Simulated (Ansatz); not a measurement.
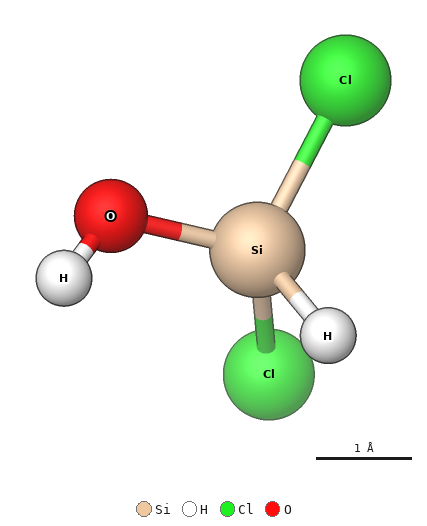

*The starting structure (ball-and-stick view, seen at a tilt).*

Bond lengths as drawn: Cl–Si 2.05 to 2.10 Å, H–O 0.97 Å, H–Si 1.46 Å and O–Si 1.64 Å.

## SiH₂Cl₂O: geometry relaxation (part 1 of 2)

System: SiH₂Cl₂O.
Method: RKS B3LYP/def2-SVP (Ansatz 0.2.0).

It belongs to a series of runs on one base structure; here: end point A relaxed.

Log
```
The last accepted step is kept in [file] (removed where the run ends without a failure and the disk answers)
Engine: ansatz 0.2.0, aarch64-unknown-linux-gnu
Functional definition: B3LYP
  parameter a0 = 0.2
  parameter ax = 0.72
  parameter ac = 0.81
  exchange = (1 - a0 - ax)*slater_x + ax*b88_x + a0*exact_x
  correlation = (1 - ac)*vwn_rpa_c + ac*lyp_c
765 factors; integrals over basis functions are off by at most 4.5e-4 eV
mean field evaluation 1: about -34991.2622 eV, gradient 4.9e1 eV
mean field evaluation 2: about -34981.5063 eV, gradient 8.7e1 eV
mean field evaluation 4: about -34995.4346 eV, gradient 2.4e0 eV
mean field evaluation 8: about -34995.4470 eV, gradient 2.1e-2 eV
mean field -34995.44700193 eV, -1286.0589565552 hartree, gradient 4.2e-5 eV, S^2 0.000000; 0 other end points of the search recorded, 0 dependent functions left out
the calculation of the forces begins
reference -34995.44721287 eV, -1286.0589643069 hartree; 29, 29 occupied and 49, 49 virtual orbitals, 765 factors
relax step   1: F+E_penalty+E_count = -34995.44700193 eV  Δ(F+E_penalty+E_count) = +0.000e0 eV  max|allowed force component| = 1.045e0 eV/Å  Δτ_max = 0.0000 Å  (23 SCF iters, accepted)
these checks for a lower state are left out or cut short: starts, cluster_reference, orbital_swaps, neighbouring_geometries, increment
765 factors; integrals over basis functions are off by at most 5.0e-4 eV
mean field evaluation 16: about -34995.6001 eV, gradient 1.4e-1 eV
mean field -34995.60070127 eV, -1286.0646049014 hartree, gradient 1.2e-5 eV, S^2 0.000000; 0 other end points of the search recorded, 0 dependent functions left out
[... from here on the field's lines of each further geometry are left out, up to the last ...]
relax step   2: F+E_penalty+E_count = -34995.60070127 eV  Δ(F+E_penalty+E_count) = -1.537e-1 eV  max|allowed force component| = 4.692e-1 eV/Å  Δτ_max = 0.1960 Å  (27 SCF iters, accepted)
relax step   3: F+E_penalty+E_count = -34995.60034491 eV  Δ(F+E_penalty+E_count) = +3.564e-4 eV  max|allowed force component| = 4.986e-1 eV/Å  Δτ_max = 0.1115 Å  (27 SCF iters, rejected (line search))
relax step   4: F+E_penalty+E_count = -34995.61851913 eV  Δ(F+E_penalty+E_count) = -1.782e-2 eV  max|allowed force component| = 2.740e-1 eV/Å  Δτ_max = 0.0544 Å  (23 SCF iters, accepted)
relax step   5: F+E_penalty+E_count = -34995.62149573 eV  Δ(F+E_penalty+E_count) = -2.977e-3 eV  max|allowed force component| = 1.812e-1 eV/Å  Δτ_max = 0.0588 Å  (23 SCF iters, accepted)
relax step   6: F+E_penalty+E_count = -34995.62302751 eV  Δ(F+E_penalty+E_count) = -1.532e-3 eV  max|allowed force component| = 2.899e-1 eV/Å  Δτ_max = 0.0465 Å  (23 SCF iters, accepted)
relax step   7: F+E_penalty+E_count = -34995.62896287 eV  Δ(F+E_penalty+E_count) = -5.935e-3 eV  max|allowed force component| = 8.608e-2 eV/Å  Δτ_max = 0.0757 Å  (23 SCF iters, accepted)
relax step   8: F+E_penalty+E_count = -34995.63008525 eV  Δ(F+E_penalty+E_count) = -1.122e-3 eV  max|allowed force component| = 9.636e-2 eV/Å  Δτ_max = 0.0253 Å  (22 SCF iters, accepted)
relax step   9: F+E_penalty+E_count = -34995.55629197 eV  Δ(F+E_penalty+E_count) = +7.379e-2 eV  max|allowed force component| = 2.321e0 eV/Å  Δτ_max = 0.1951 Å  (28 SCF iters, rejected (line search))
relax step  10: F+E_penalty+E_count = -34995.63365447 eV  Δ(F+E_penalty+E_count) = -3.569e-3 eV  max|allowed force component| = 7.864e-2 eV/Å  Δτ_max = 0.0975 Å  (27 SCF iters, accepted)
relax step  11: F+E_penalty+E_count = -34995.63356435 eV  Δ(F+E_penalty+E_count) = +9.012e-5 eV  max|allowed force component| = 7.552e-2 eV/Å  Δτ_max = 0.0188 Å  (23 SCF iters, rejected (line search))
relax step  12: F+E_penalty+E_count = -34995.63411537 eV  Δ(F+E_penalty+E_count) = -4.609e-4 eV  max|allowed force component| = 2.344e-2 eV/Å  Δτ_max = 0.0092 Å  (23 SCF iters, accepted)
relax step  13: F+E_penalty+E_count = -34995.63494548 eV  Δ(F+E_penalty+E_count) = -8.301e-4 eV  max|allowed force component| = 2.784e-1 eV/Å  Δτ_max = 0.0478 Å  (23 SCF iters, accepted)
relax step  14: F+E_penalty+E_count = -34995.63893049 eV  Δ(F+E_penalty+E_count) = -3.985e-3 eV  max|allowed force component| = 1.146e-1 eV/Å  Δτ_max = 0.0750 Å  (24 SCF iters, accepted)
relax step  15: F+E_penalty+E_count = -34995.64604588 eV  Δ(F+E_penalty+E_count) = -7.115e-3 eV  max|allowed force component| = 1.747e-1 eV/Å  Δτ_max = 0.1125 Å  (26 SCF iters, accepted)
relax step  16: F+E_penalty+E_count = -34995.55709310 eV  Δ(F+E_penalty+E_count) = +8.895e-2 eV  max|allowed force component| = 1.871e0 eV/Å  Δτ_max = 0.1645 Å  (28 SCF iters, rejected (line search))
relax step  17: F+E_penalty+E_count = -34995.65450892 eV  Δ(F+E_penalty+E_count) = -8.463e-3 eV  max|allowed force component| = 2.564e-1 eV/Å  Δτ_max = 0.0822 Å  (27 SCF iters, accepted)
relax step  18: F+E_penalty+E_count = -34995.66622659 eV  Δ(F+E_penalty+E_count) = -1.172e-2 eV  max|allowed force component| = 1.912e-1 eV/Å  Δτ_max = 0.0843 Å  (27 SCF iters, accepted)
relax step  19: F+E_penalty+E_count = -34995.68290423 eV  Δ(F+E_penalty+E_count) = -1.668e-2 eV  max|allowed force component| = 1.608e-1 eV/Å  Δτ_max = 0.1266 Å  (26 SCF iters, accepted)
relax step  20: F+E_penalty+E_count = -34995.69801946 eV  Δ(F+E_penalty+E_count) = -1.512e-2 eV  max|allowed force component| = 1.131e-1 eV/Å  Δτ_max = 0.1898 Å  (27 SCF iters, accepted)
relax step  21: F+E_penalty+E_count = -34995.69365871 eV  Δ(F+E_penalty+E_count) = +4.361e-3 eV  max|allowed force component| = 1.866e-1 eV/Å  Δτ_max = 0.0391 Å  (23 SCF iters, rejected (line search))
relax step  22: F+E_penalty+E_count = -34995.69948135 eV  Δ(F+E_penalty+E_count) = -1.462e-3 eV  max|allowed force component| = 6.123e-2 eV/Å  Δτ_max = 0.0195 Å  (23 SCF iters, accepted)
relax step  23: F+E_penalty+E_count = -34995.68096744 eV  Δ(F+E_penalty+E_count) = +1.851e-2 eV  max|allowed force component| = 1.199e0 eV/Å  Δτ_max = 0.0978 Å  (27 SCF iters, rejected (line search))
the calculation of the forces begins
reference -34995.70075273 eV, -1286.0682817250 hartree; 29, 29 occupied and 49, 49 virtual orbitals, 765 factors
relax step  24: F+E_penalty+E_count = -34995.70054335 eV  Δ(F+E_penalty+E_count) = -1.062e-3 eV  max|allowed force component| = 1.289e-2 eV/Å  Δτ_max = 0.0422 Å  (23 SCF iters, accepted)
765 factors; integrals over basis functions are off by at most 6.9e-4 eV
mean field evaluation 160: about -34995.7005 eV, gradient 3.2e-3 eV
```

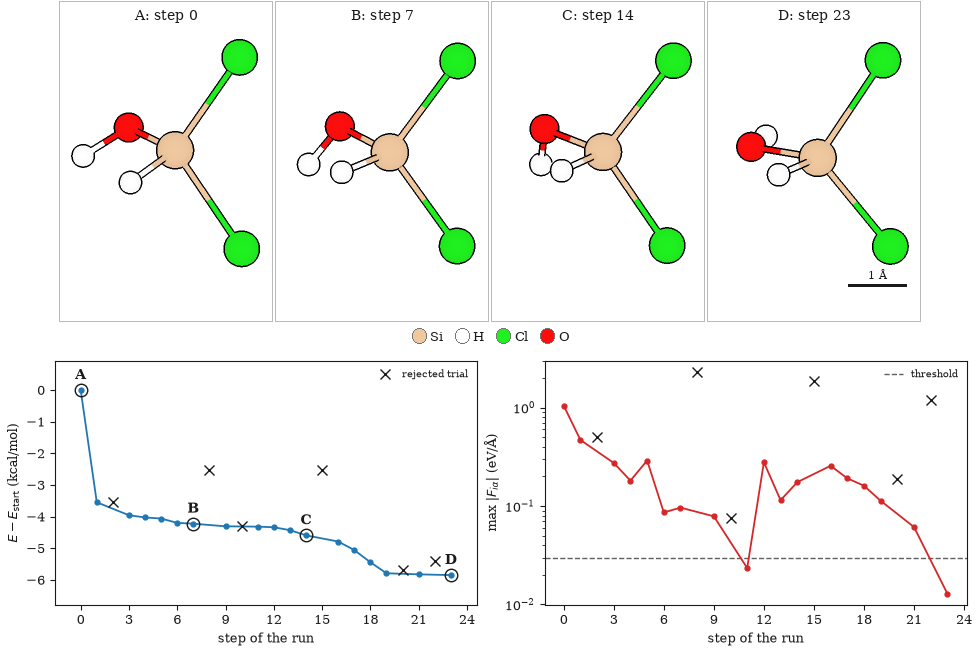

*Frames of the relaxation (ball-and-stick view, seen at a tilt) above the curves, on which the letters mark them (the first geometry is step 0 here and step 1 in the log).*

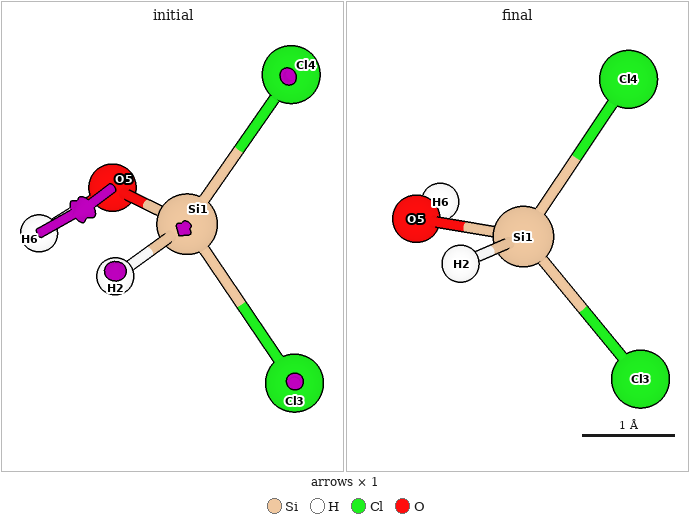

*Before (left) and after (right) the relaxation, at one scale (ball-and-stick view, seen at a tilt). The pink arrows give the displacements, at true length.*

H6 moves most after the best rigid fit: 0.78 Å. Largest moves by element: H 0.78 Å, O 0.66 Å, Cl 0.22 Å, Si 0.20 Å. Among the contacts that change: Si1–Cl3 2.096 → 2.069 Å, Si1–Cl4 2.048 → 2.069 Å, Si1–H2 1.456 → 1.470 Å. Among the angles that change: H2–Si1–Cl3 92.5° → 110.1°, H2–Si1–O5 117.0° → 107.1°, H2–Si1–Cl4 114.9° → 110.0°. After 23 geometry steps the energy has fallen by 5.85 kcal/mol. Largest force component: 1 eV/Å at the start, 0.013 eV/Å at the end. The line search rejected the trial steps at points 2, 8, 10, 15, 20, 22 (counted from 0) and went back. (Atoms are counted from 1 in the order of the input.)

```
mean field -34995.70054335 eV, -1286.0682740305 hartree, gradient 2.3e-5 eV, S^2 0.000000; 1 other end points of the search recorded, 0 dependent functions left out
the calculation of the forces begins
reference -34995.70075273 eV, -1286.0682817250 hartree; 29, 29 occupied and 49, 49 virtual orbitals, 765 factors
Total energy: -34995.70075273 eV, -1286.0682817250 hartree
Atom 0 at     0.074925     0.020614     0.429180 Å, force     0.003757     0.012892     0.008552 eV/Å
Atom 1 at    -0.091074     0.414499     1.836004 Å, force     0.001780     0.003717     0.000701 eV/Å
Atom 2 at     2.078531    -0.274086     0.005179 Å, force    -0.001510     0.000124    -0.001083 eV/Å
Atom 3 at    -0.613030     1.526360    -0.812333 Å, force     0.001472    -0.010219     0.002160 eV/Å
Atom 4 at    -0.782641    -1.365865     0.211749 Å, force    -0.002535    -0.007124    -0.008967 eV/Å
Atom 5 at    -0.780011    -1.790823    -0.655177 Å, force    -0.002965     0.000610    -0.001364 eV/Å
Dipole moment:    -0.092491    -0.191820    -0.092744 e Å
```

Trajectory as extended XYZ (Å, eV, eV/Å), 24 frames, from step=1 to step=24
```
6
Properties=species:S:1:pos:R:3:forces:R:3 step=1 energy=-34995.44700
Si    0.0245    0.0494    0.2425    1.0453  -0.1176   0.0571
H     0.0998    0.1164    1.6947   -0.8443   0.1181   0.4995
Cl    2.1036   -0.1355    0.0499   -0.1922  -0.0150  -0.5682
Cl   -0.6722    1.7477   -0.6651    0.0100  -0.0295   0.0079
O    -0.8128   -1.2097   -0.4029   -0.0928  -0.0292   0.0786
H    -0.8562   -2.0376    0.0956    0.0740   0.0732  -0.0748
6
Properties=species:S:1:pos:R:3:forces:R:3 step=2 energy=-34995.60070
Si    0.0875    0.0306    0.2837    0.2924   0.1907   0.0697
H    -0.0814    0.1547    1.7589    0.0239  -0.0973  -0.2098
Cl    2.1383   -0.1479   -0.0944   -0.4692  -0.0204   0.0684
Cl   -0.6327    1.7174   -0.6356    0.0670   0.1301  -0.0139
O    -0.7851   -1.1926   -0.3875    0.0412  -0.2231   0.1532
H    -0.8400   -2.0316    0.0894    0.0447   0.0199  -0.0676
6
Properties=species:S:1:pos:R:3:forces:R:3 step=3 energy=-34995.60034 accepted=F
Si    0.0705    0.0705    0.2759   -0.2571  -0.3864  -0.1940
H    -0.1142    0.1263    1.7187    0.0225   0.2391   0.4656
Cl    2.0722   -0.1992   -0.1022    0.2541   0.0396  -0.0644
Cl   -0.5997    1.7798   -0.6379    0.0101  -0.0103  -0.0040
O    -0.8095   -1.1854   -0.3308   -0.0417  -0.3806   0.0094
H    -0.7325   -2.0613    0.0910    0.0120   0.4986  -0.2127
6
Properties=species:S:1:pos:R:3:forces:R:3 step=4 energy=-34995.61852
Si    0.0740    0.0454    0.2818    0.0231  -0.0287  -0.0249
H    -0.0954    0.1474    1.7462    0.0009   0.0238   0.0106
Cl    2.0977   -0.1697   -0.1015   -0.0588  -0.0095   0.0096
Cl   -0.6089    1.7502   -0.6360    0.0087   0.0148   0.0040
O    -0.7936   -1.1981   -0.3639   -0.0092   0.2736  -0.1220
H    -0.7872   -2.0445    0.0880    0.0354  -0.2740   0.1226
6
Properties=species:S:1:pos:R:3:forces:R:3 step=5 energy=-34995.62150
Si    0.0613    0.0458    0.2803    0.0345   0.0984   0.0826
H    -0.1031    0.1594    1.7460    0.0109   0.0181  -0.0163
Cl    2.0802   -0.1941   -0.1032   -0.0118  -0.0294  -0.0046
Cl   -0.5983    1.7611   -0.6335   -0.0166   0.0009  -0.0160
O    -0.8234   -1.1915   -0.3503   -0.0153   0.0932  -0.0608
H    -0.7300   -2.0499    0.0754   -0.0017  -0.1812   0.0152
```
